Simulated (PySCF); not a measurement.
The calculation's input:

```
{"job": {"kind": "uv", "xc": "B3LYP", "basis": "def2-SVPD", "nstates": 8, "ntriplets": 3}, "charge": 0, "multiplicity": 1}
O      0.743782    -1.737077    -1.069913
C      0.562839    -0.670934    -0.538272
Si     1.940803     0.087952     0.575582
C     -0.750384     0.083479    -0.796650
C     -1.595336     0.189998     0.451806
Cl    -0.843248     1.269520     1.643723
Cl    -1.804001    -1.411728     1.201379
Cl    -3.207913     0.847245     0.061644
H      1.903914     1.539997     0.417928
H      3.182105    -0.473932     0.052162
H      1.700686    -0.350131     1.945501
H     -1.318506    -0.459809    -1.557405
H     -0.519129     1.085906    -1.162397
```

Launched as:

```sh
OMP_NUM_THREADS=1 python probes_run.py task.json out
```

Geometry: GFN2-xTB.

All numbers below come from B3LYP/def2-SVPD, SCF density, gas phase in PySCF.

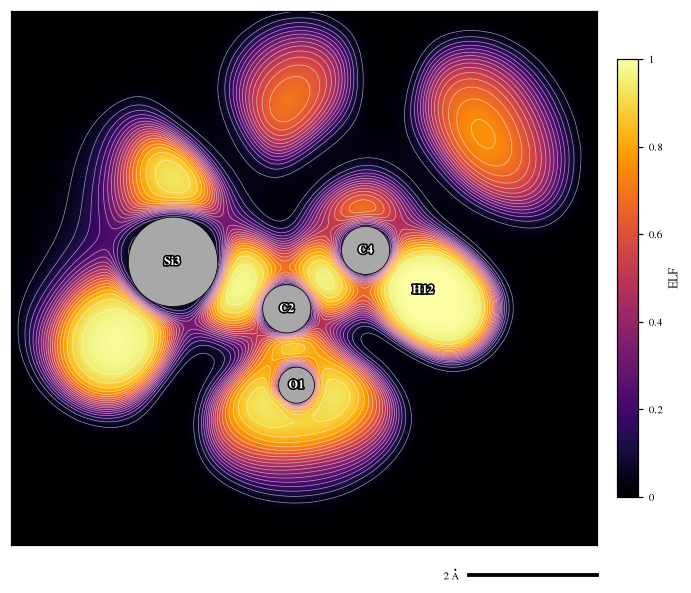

C₃H₅Cl₃OSi (SMILES O=C([SiH3])CC(Cl)(Cl)Cl). Electron localisation function on the plane of atoms O1, C2 and C4. Grey discs cover the atomic cores.

Read the bonding off the picture.

Answer. The section cuts through O, C, Si and H sites.
C–O (1.21 Å): the ELF peaks at about 0.90 between the atoms: a short, multiple covalent bond.
C–C (1.54 Å): the ELF peaks at about 0.95 between the atoms (a shared electron pair).
C–Si (1.93 Å): the ELF peaks at about 1 between the atoms: localised, covalent bonding.
C–H (1.09 Å): the ELF climbs to about 1 towards the hydrogen, as it does in any bond to H; an ordinary covalent bond to hydrogen.
The ELF also peaks beside O1, away from the bonds: lone-pair regions.
